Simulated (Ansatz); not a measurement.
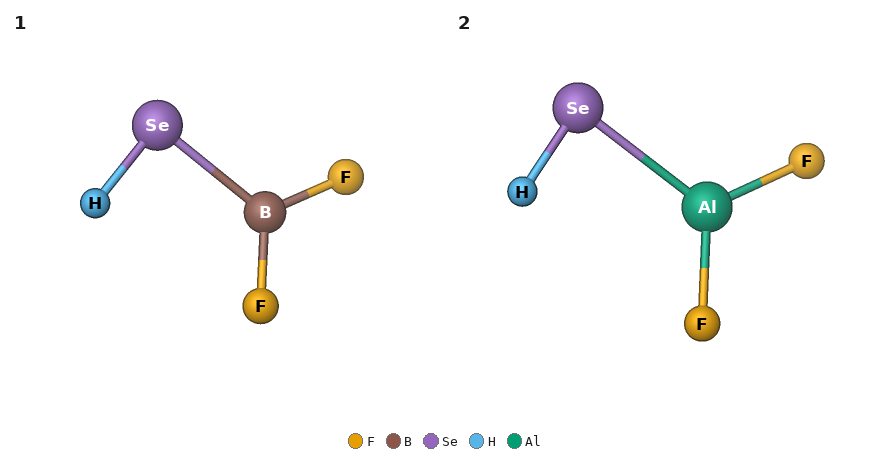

2 molecules with one skeleton, seen from the same side and at one scale. Charge 0, singlet. Computed geometries: PBE0-D4/def2-TZVP optimisations, one conformation each. Properties computed with Ansatz 0.2.0.

One atom differs, called X below: B in panel 1, Al in panel 2. Their formulas are BF2HSe (`FB(F)[SeH]`), AlF2HSe (`[F][Al]([F])[SeH]`).

> In which is the length of X–Se larger (PBE0-D4/def2-TZVP)?

In panel 2 (X = Al).

> In which is the dipole moment larger (ωB97M-V/def2-TZVPP)?

In panel 2 (X = Al).

Give the values. With PBE0-D4/def2-TZVP: mean length of X–F (Å), length of X–Se (Å), mean angle F–X–Se (°). With ωB97M-V/def2-TZVPP: dipole moment (D), HOMO energy (Kohn–Sham orbital) (eV), HOMO–LUMO gap (eV).

```
                            quantity   1 (B)  2 (Al)   2 − 1
              mean length of X–F (Å)   1.317   1.637  +0.320
                  length of X–Se (Å)   1.941   2.285  +0.344
               mean angle F–X–Se (°)   120.8   120.4    −0.4
                   dipole moment (D)    1.06    1.28   +0.22
HOMO energy (Kohn–Sham orbital) (eV)  −10.01  −10.03   −0.02
                  HOMO–LUMO gap (eV)   11.70   10.52   −1.18
```
